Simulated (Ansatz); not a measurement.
Input file:

```
crystal:
  periodic: [false, false, false]
  atoms:
    - {symbol: Ag, position_ang: [1.266658, 0.467763, -0.036544]}
    - {symbol: Ag, position_ang: [-1.265698, -0.470603, 0.033653]}
    - {symbol: F, position_ang: [-3.213321, -1.186823, 0.095955]}
    - {symbol: F, position_ang: [3.212372, 1.189663, -0.093063]}
basis:
  gaussian: {orbitals: def2-TZVPD, initial_orbitals: start.molden}
total_charge: -1
magnetization: {spin_polarized: true, initial_magnetization: 1}
hamiltonian: {xc: pbe0, dispersion: d4}
scf: {omitted_lower_state_checks: [starts]}
output: {orbitals: {seedname: orbitals}}
```

Run with:

```sh
ansatz run in.yaml --threads 4 --pin off --events-out ev --progress --plain --max-ram 3916MiB
```

Geometry: PBE-D4/def2-TZVPD; core potentials replace the inner electrons of Ag.

Method: UKS PBE0-D4/def2-TZVPD in Ansatz 0.2.0.

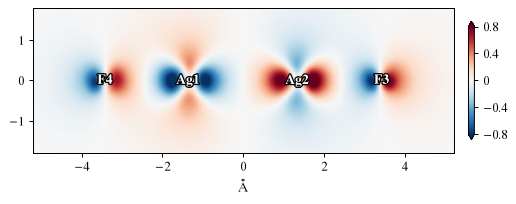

Ag₂F₂ (charge −1, doublet). The HOMO−1 (α) on a plane that holds the molecular axis (values in Å⁻³ᐟ²; the overall sign is arbitrary).

### What is the character of this orbital?

By Hirshfeld shares it lies mainly on Ag1 (about 35 %), Ag2 (about 35 %), F3 (about 15 %) and F4 (about 15 %); it is of σ type; it is ungerade (odd under inversion). Its energy is −3.54 eV.
